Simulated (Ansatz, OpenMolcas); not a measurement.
# A small benchmark: atomisation enthalpy at 298 K

9 molecules with halogens; the atomisation enthalpy at 298 K in kJ/mol, computed less measured. Shapes, held fixed at every level: PBE0-D4/def2-TZVP. Thermal terms are harmonic and unscaled (BLYP/cc-pVTZ, PBE0-D4/def2-TZVP, PBE0/aug-cc-pVTZ); the spin-orbit lowering of the free atoms is taken from their spectra. Programs: Ansatz 0.2.0, OpenMolcas 26.06. Measured values: Active Thermochemical Tables, NIST-JANAF tables.

Levels: A = PBE/STO-3G; B = r2SCAN/cc-pVTZ; C = B3LYP/cc-pVTZ; D = BHLYP/cc-pVTZ; E = M06-2X/cc-pVTZ.

```tsv
molecule	from tabulated heats	A	B	C	D	E
CuCl (cuprous chloride)	368	-184	+3	-30	-41	-20
ClF (chlorine monofluoride)	256	+14	-10	-17	-73	-10
F2 (fluorine)	159	+230	+1	-6	-95	-22
BOF (fluoro(oxo)borane)	1501	+185	-7	-27	-117	-9
NClO (nitrosyl chloride)	790	+33	+24	+3	-148	-24
OF2 (oxygen difluoride)	383	+363	+27	+1	-153	-20
NF3 (SMILES FN(F)F)	843	+276	+35	+9	-163	-4
NO2F (nitryl fluoride)	1159	-38	+71	+24	-207	-11
CH3Br (SMILES CBr)	1519	+373	-1	-14	-50	-19
```

Q: Which level does best on this set, which worst, and which err to one side?

A: 
```tsv
level	kind	mean error	mean absolute error	worst case
PBE/STO-3G	GGA	+139.1	188.4	CH3Br
r2SCAN/cc-pVTZ	meta-GGA	+15.9	19.9	NO2F
B3LYP/cc-pVTZ	global hybrid	-6.3	14.6	CuCl
BHLYP/cc-pVTZ	global hybrid	-116.3	116.3	NO2F
M06-2X/cc-pVTZ	global hybrid	-15.4	15.4	NClO
```

On this set B3LYP/cc-pVTZ has the smallest mean absolute error and PBE/STO-3G the largest. PBE/STO-3G is too high in 7 of 9; r2SCAN/cc-pVTZ is too high in 6 of 9; BHLYP/cc-pVTZ is too low in 9 of 9; M06-2X/cc-pVTZ is too low in 9 of 9. The heats of CuCl, NF3, NO2F come from older tables and can be uncertain by 10 kJ/mol or more. The tabulated value of BOF is in doubt (older tables, estimates, or at odds with other calculations) and kept here. Over the 8 molecules whose values aren't doubted the mean absolute errors are A 188.9; B 21.5; C 13.0; D 116.2; E 16.2. The smallest two are near a tie. Rows in very small basis sets show the basis more than the method. Relativity is left out for Br, Cu. The set is small.

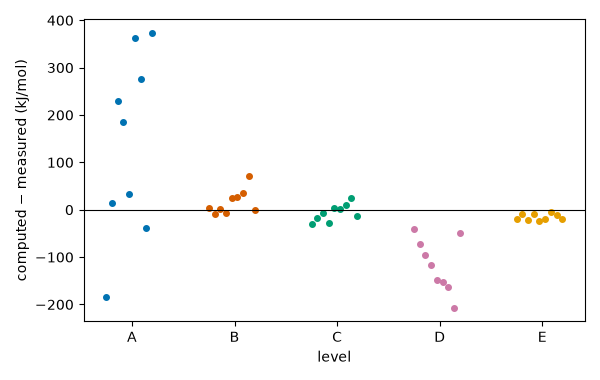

Errors of each level, one point a molecule.
